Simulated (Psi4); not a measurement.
# HfH4O4 (SMILES O[Hf](O)(O)O) at MP3/def2-SVP (core potential)

Aim: the vertical singlet–triplet gap of HfH4O4 at MP3/def2-SVP (core potential), from 2 runs. 

Program for the calculation: Psi4 1.11.

10 further runs of the same task are left out: 8 that didn't finish, 2 set aside as unsound or not needed.

## Step 1: The system as given

HfH4O4: 9 atoms, total charge 0, spin state singlet. SMILES: `O[Hf](O)(O)O`. Geometry: relaxed at PBE0-D4/def2-TZVP. This is one conformer, not always the lowest.

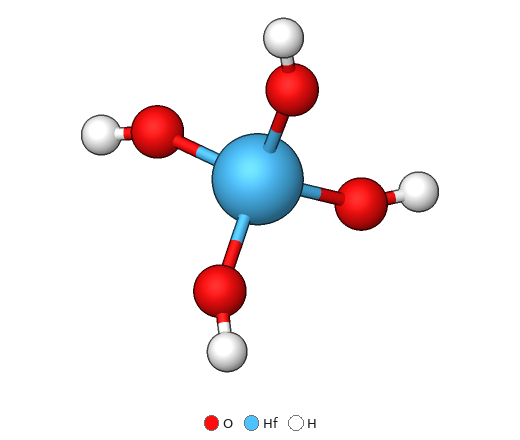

Viewed from a chosen angle; oxygen red, hafnium blue, hydrogen white.

## Step 2: A single-point energy at MP3/def2-SVP (core potential)

input.json

```json
{
  "schema_name": "qcschema_input",
  "schema_version": 1,
  "molecule": {
    "schema_name": "qcschema_molecule",
    "schema_version": 2,
    "symbols": ["O", "Hf", "O", "O", "O", "H", "H", "H", "H"],
    "geometry": [-0.87962972, 0.17617917, 3.5444837, -5.669e-05, -5.669e-05, -7.559e-05, 3.55699369, 0.73064371, -0.42690803, -0.70545366, -3.36017871, -1.25734817, -1.97215598, 2.45314797, -1.86056765, -1.22832198, -0.48278723, 5.17941805, 4.98358574, 1.75485637, -0.8073099, -0.40360771, -4.84155392, -2.22857292, -3.35135369, 3.56976824, -2.1431006],
    "molecular_charge": 0,
    "molecular_multiplicity": 1,
    "fix_symmetry": "c1"
  },
  "driver": "energy",
  "model": {
    "method": "mp3",
    "basis": "def2-SVP"
  },
  "keywords": {
    "puream": true,
    "e_convergence": 1e-09,
    "d_convergence": 1e-08,
    "scf_type": "pk",
    "num_frozen_docc": 4,
    "mp_type": "conv"
  }
}
```

Started as:

```bash
$ psi4 --qcschema input.json -n 1 --memory 2200MB
```

stdout:

```text
[...]
    !!!  WARNING: ECP capability is in beta. Please check occupations closely.  !!!
[...]
  Running in c1 symmetry.
[...]
  Nuclear repulsion =  209.799067305455594
[...]
  Multiplicity = 1
[...]
  Nalpha       = 24
  Nbeta        = 24
[...]
    Number of basis functions: 108
[...]
   @RHF iter   1:  -348.90855086611117   -1.74511e+00   8.93210e-03 DIIS/ADIIS
[...]
   @RHF iter  11:  -349.28283354477054   -1.42109e-11   6.44698e-09 DIIS
[...]
    Orbital Energies [Eh]
    ---------------------
    Doubly Occupied:
       1A    -20.521006     2A    -20.520940     3A    -20.520937
       4A    -20.520934     5A     -2.910150     6A     -1.604762
       7A     -1.604759     8A     -1.604456     9A     -1.265939
      10A     -1.239599    11A     -1.239094    12A     -1.239089
      13A     -0.679092    14A     -0.659371    15A     -0.659366
      16A     -0.659181    17A     -0.519355    18A     -0.517003
      19A     -0.492073    20A     -0.492067    21A     -0.490622
      22A     -0.473786    23A     -0.468854    24A     -0.468851
[...]
  @RHF Final Energy:  -349.28283354477054
   => Energetics <=
    Nuclear Repulsion Energy =            209.7990673054555941
    One-Electron Energy =                -915.4212326520669194
    Two-Electron Energy =                 356.3393318018408422
    Total Energy =                       -349.2828335447705399
[...]
 Multipole Moments:
 ------------------------------------------------------------------------------------
     Multipole            Electronic (a.u.)      Nuclear  (a.u.)        Total (a.u.)
 ------------------------------------------------------------------------------------
 L = 1.  Multiply by 2.5417464519 to convert [e a0] to [Debye]
 Dipole X            :         -0.0000965            0.0003332            0.0002366
 Dipole Y            :         -0.0003242            0.0005034            0.0001792
 Dipole Z            :         -0.0000542            0.0004079            0.0003537
 Magnitude           :                                                    0.0004617
[...]
	SCS-MP2 Total Energy (a.u.)        :  -350.22186060107578
	SOS-MP2 Total Energy (a.u.)        :  -350.20111240468856
[...]
	SOS-PI-MP2 Total Energy (a.u.)     :  -350.27174924006687
[...]
	MP2 Total Energy (a.u.)            :  -350.26335699385032
[...]
	SCS-MP3 Total Energy (a.u.)        :  -350.21982840686769
[...]
	MP3 Total Energy (a.u.)            :  -350.25522821701793
[...]
```

The result, in JSON:

```text
{
 "driver": "energy",
 "model": {
  "method": "mp3",
  "basis": "def2-SVP"
 },
 "success": true,
 "return_result": -350.25522821701793,
 "properties": {
  "calcinfo_nbasis": 108,
  "calcinfo_nmo": 108,
  "calcinfo_nalpha": 24,
  "calcinfo_nbeta": 24,
  "calcinfo_natom": 9,
  "nuclear_repulsion_energy": 209.7990673054556,
  "return_energy": -350.25522821701793,
  "scf_one_electron_energy": -915.4212326520669,
  "scf_two_electron_energy": 356.33933180184084,
  "scf_dipole_moment": [0.00023662260352375064, 0.00017918842291120285, 0.000353650553267304],
  "scf_total_energy": -349.28283354477054,
  "scf_iterations": 11,
  "mp2_same_spin_correlation_energy": -0.2741550952967143,
  "mp2_opposite_spin_correlation_energy": -0.7063683537830755,
  "mp2_singles_energy": 0.0,
  "mp2_doubles_energy": -0.9805234490797897,
  "mp2_correlation_energy": -0.980523449079783,
  "mp2_total_energy": -350.2633569938503
 }
}
```

Run time: 14 s. Hardware: 1 thread of Intel Xeon 6975P-C (Granite Rapids), shared host; peak memory 1 GiB.

## Step 3: The triplet, same level

run.py

```python
import psi4

psi4.set_memory(2200000000)
psi4.set_num_threads(1)
psi4.set_output_file('run.log', False)

m = psi4.geometry("""
0 3
O     -0.465480     0.093230     1.875660
Hf    -0.000030    -0.000030    -0.000040
O      1.882280     0.386640    -0.225910
O     -0.373310    -1.778130    -0.665360
O     -1.043620     1.298150    -0.984570
H     -0.650000    -0.255480     2.740830
H      2.637200     0.928630    -0.427210
H     -0.213580    -2.562040    -1.179310
H     -1.773460     1.889040    -1.134080
symmetry c1
no_reorient
no_com
""")

options = {'basis': 'def2-SVP', 'reference': 'uhf', 'puream': True, 'e_convergence': 1e-09, 'd_convergence': 1e-08, 'scf_type': 'pk', 'num_frozen_docc': 4, 'maxiter': 100, 'mp_type': 'conv'}
psi4.set_options(options)

e_tot = psi4.energy('mp3', molecule=m)
print(f'mp3 energy: {e_tot:.10f} Eh')
```

Started as:

```bash
$ python run.py
```

run.log:

```text
[...]
    !!!  WARNING: ECP capability is in beta. Please check occupations closely.  !!!
[...]
  Running in c1 symmetry.
[...]
  Nuclear repulsion =  209.799067165446104
[...]
  Multiplicity = 3
[...]
  Nalpha       = 25
  Nbeta        = 23
[...]
    Number of basis functions: 108
[...]
   @UHF iter   1:  -348.64820374736917   -1.44079e+00   7.77990e-03 DIIS/ADIIS
[...]
   @UHF iter  36:  -349.03021215528088   -9.66338e-12   3.98320e-09 DIIS
[...]
   @S^2 Observed:                2.005206316E+00
[...]
    Orbital Energies [Eh]
    ---------------------
    Alpha Occupied:
       1A    -20.754347     2A    -20.555283     3A    -20.549267
       4A    -20.546913     5A     -2.967154     6A     -1.687281
       7A     -1.657001     8A     -1.655239     9A     -1.492290
      10A     -1.287242    11A     -1.270190    12A     -1.265426
      13A     -0.863266    14A     -0.803391    15A     -0.717221
      16A     -0.702447    17A     -0.688518    18A     -0.681642
      19A     -0.539979    20A     -0.533627    21A     -0.518935
      22A     -0.508300    23A     -0.504988    24A     -0.493352
      25A     -0.122984
    Alpha Virtual:
[...]
  @UHF Final Energy:  -349.03021215528088
   => Energetics <=
    Nuclear Repulsion Energy =            209.7990671654461039
    One-Electron Energy =                -912.1943387997409900
    Two-Electron Energy =                 353.3650594790140076
    Total Energy =                       -349.0302121552808785
  UHF NO Occupations:
  HONO-2 :   23  A 1.9981719
  HONO-1 :   24  A 1.0000000
[...]
 Multipole Moments:
 ------------------------------------------------------------------------------------
     Multipole            Electronic (a.u.)      Nuclear  (a.u.)        Total (a.u.)
 ------------------------------------------------------------------------------------
 L = 1.  Multiply by 2.5417464519 to convert [e a0] to [Debye]
 Dipole X            :          0.6660004           -0.0023433            0.6636571
 Dipole Y            :         -0.6654220           -0.0020598           -0.6674818
 Dipole Z            :          0.1038086           -0.0031936            0.1006150
 Magnitude           :                                                    0.9466236
[...]
	SCS-MP2 Total Energy (a.u.)        :  -349.93103584828407
	SOS-MP2 Total Energy (a.u.)        :  -349.91049699777795
[...]
	SOS-PI-MP2 Total Energy (a.u.)     :  -349.97821121643153
[...]
	MP2 Total Energy (a.u.)            :  -349.97211354929630
[...]
	SCS-MP3 Total Energy (a.u.)        :  -349.93113014001636
[...]
	MP3 Total Energy (a.u.)            :  -349.97249071622542
[...]
```

Standard output:

```text
mp3 energy: -349.9724907162 Eh
```

Run time: 31 s. Hardware: 1 thread of Intel Xeon 6975P-C (Granite Rapids), shared host; peak memory 1.1 GiB.

## Step 4: Results

At MP3/def2-SVP (core potential), 4 core orbitals frozen:

```
                                                           quantity          value
                                              singlet: total energy  -350.25523 Eh
                       singlet: HOMO energy (Hartree–Fock orbitals)      -12.76 eV
                       singlet: LUMO energy (Hartree–Fock orbitals)        2.47 eV
                     singlet: HOMO–LUMO gap (Hartree–Fock orbitals)       15.23 eV
               singlet: correlation energy (4 core orbitals frozen)     -972.4 mEh
                                              triplet: total energy  -349.97249 Eh
triplet: HOMO energy (Hartree–Fock orbitals) (highest over α and β)       -3.35 eV
 triplet: LUMO energy (Hartree–Fock orbitals) (lowest over α and β)       -1.53 eV
               triplet: correlation energy (4 core orbitals frozen)     -942.3 mEh
                         triplet: ⟨S²⟩ of the reference determinant          2.005
                   vertical energy of the triplet above the singlet       7.694 eV
```

What this shows: At this shape the triplet lies 7.69 eV (742 kJ/mol) above the singlet.
